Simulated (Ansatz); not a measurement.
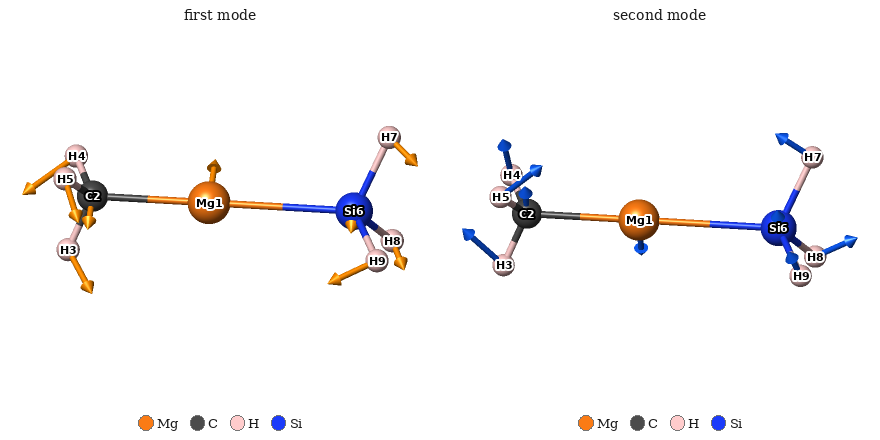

The system is CH₆MgSi, charge −1, spin multiplicity 2; the picture shows the reference structure; its two panels give the patterns of the first and the second mode as arrows. The first coordinate is: normal mode 2 (101 cm⁻¹, of the parent); the second: normal mode 3 (101 cm⁻¹, of the parent). Nothing is relaxed (straight displacements along the two mass-weighted modes). Grid: 15 × 15 points. At 55 points there is no value. Points are written as (first, second). Energies are in kcal/mol, from the ion of charge -1 at the geometry of the relaxed parent of charge +0. Near the degeneracy a single determinant is a rough description. Computed with UHF/def2-SVPD in Ansatz 0.2.0.

Its coordinates:

```
atom    x (Å)    y (Å)    z (Å)
  Mg   0.0006   0.0003   0.2862
   C  -0.0012  -0.0080   2.3989
   H  -0.9987  -0.2029   2.8085
   H   0.3295   0.9503   2.8148
   H   0.6642  -0.7766   2.8078
  Si   0.0014   0.0081  -2.3448
   H   1.3264   0.3815  -2.9228
   H  -0.9832   0.9711  -2.9214
   H  -0.3390  -1.3239  -2.9272
```

Range: normal mode 2 (101 cm⁻¹, of the parent) from −1.948 to 1.948 amu½·Å; normal mode 3 (101 cm⁻¹, of the parent) from −1.948 to 1.948 amu½·Å.

**Predict the map.**

The lowest grid point is at (1.948 amu½·Å, 0.278 amu½·Å), −6.24 kcal/mol from the ion of charge -1 at the geometry of the relaxed parent of charge +0. It lies on the edge of the grid, but the force there points inwards, so the minimum lies inside the range. The highest grid point, (0.000 amu½·Å, 0.278 amu½·Å), lies 5.36 kcal/mol above the lowest.

| second ↓, first → | −1.948 | −1.670 | −1.392 | −1.113 | −0.835 | −0.557 | −0.278 | 0.000 | 0.278 | 0.557 | 0.835 | 1.113 | 1.392 | 1.670 | 1.948 |
| --- | --- | --- | --- | --- | --- | --- | --- | --- | --- | --- | --- | --- | --- | --- | --- |
| 1.948 | −3.76 | −4.85 | −5.55 | – | −6.12 | −6.17 | −6.18 | −6.18 | −6.18 | – | −6.10 | −5.91 | −5.50 | −4.79 | −3.68 |
| 1.670 | −4.83 | – | −6.06 | – | −6.18 | – | −5.97 | – | −5.96 | – | −6.16 | – | −6.03 | – | −4.78 |
| 1.392 | −5.50 | −6.05 | −6.21 | −6.11 | −5.87 | −5.59 | −5.37 | −5.28 | −5.35 | −5.57 | −5.85 | −6.09 | −6.19 | −6.03 | −5.50 |
| 1.113 | −5.89 | – | −6.10 | – | −5.31 | – | −4.49 | – | – | – | −5.29 | – | −6.10 | – | −5.92 |
| 0.835 | −6.08 | −6.15 | −5.85 | −5.31 | −4.63 | −3.97 | −3.46 | −3.24 | −3.42 | −3.94 | −4.62 | −5.32 | −5.88 | −6.19 | −6.14 |
| 0.557 | −6.15 | – | −5.57 | – | −3.96 | – | −2.39 | – | −2.33 | – | −3.98 | – | −5.62 | – | −6.22 |
| 0.278 | −6.17 | – | −5.35 | −4.47 | −3.44 | −2.37 | −1.43 | −0.88 | −1.40 | −2.42 | −3.51 | −4.55 | −5.42 | – | −6.24 |
| 0.000 | −6.17 | – | −5.26 | – | −3.22 | – | – | – | −0.98 | – | −3.32 | – | −5.34 | – | −6.23 |
| −0.278 | −6.17 | −5.94 | −5.33 | −4.45 | −3.40 | −2.31 | −1.39 | −0.96 | −1.34 | −2.36 | −3.47 | −4.52 | −5.40 | −6.00 | −6.22 |
| −0.557 | −6.15 | – | −5.55 | – | −3.92 | – | −2.40 | – | −2.34 | – | −3.94 | – | −5.59 | – | −6.18 |
| −0.835 | −6.07 | −6.13 | −5.83 | −5.27 | −4.61 | −3.97 | −3.49 | −3.30 | −3.45 | −3.93 | −4.60 | −5.29 | −5.85 | −6.16 | −6.10 |
| −1.113 | −5.87 | – | −6.07 | – | −5.30 | – | −4.53 | – | −4.50 | – | −5.29 | – | −6.09 | – | −5.89 |
| −1.392 | −5.46 | −6.00 | −6.18 | −6.10 | −5.87 | −5.61 | −5.40 | −5.32 | −5.38 | −5.58 | −5.85 | −6.09 | −6.19 | −6.03 | −5.49 |
| −1.670 | −4.76 | – | −6.03 | – | −6.19 | – | −6.00 | – | −5.98 | – | −6.16 | – | −6.04 | – | −4.80 |
| −1.948 | −3.67 | −4.79 | −5.52 | −5.93 | −6.14 | −6.21 | −6.22 | −6.20 | −6.19 | −6.18 | −6.10 | −5.91 | −5.52 | −4.82 | −3.73 |

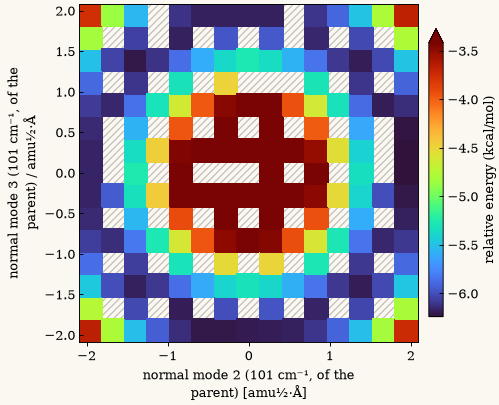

The picture shows one coloured cell a grid point, one colour for all values above the top of the scale, hatched blanks where no value was computed.

Time for the 170 points that were run: 39 min on 1 thread of Arm Neoverse V2 (shared host).
